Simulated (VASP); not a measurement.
Energy against volume of KZnF3 (cubic perovskite). Level of theory: SCAN meta-GGA, VASP's PBE PAW potentials (set 64) (plane waves; VASP).

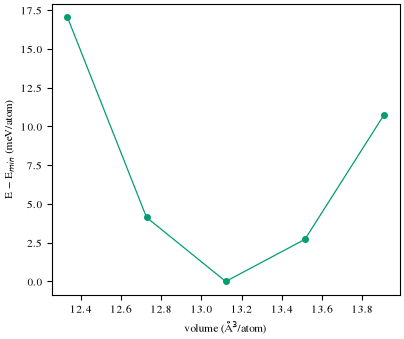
Figure. Energy against volume

Question: Estimate the equilibrium volume and the bulk modulus.

Answer: The minimum lies near 13.1 Å³/atom, and the curvature gives B0 of about 91 GPa.

The compound is KZnF3 in the cubic perovskite structure. It was relaxed first.
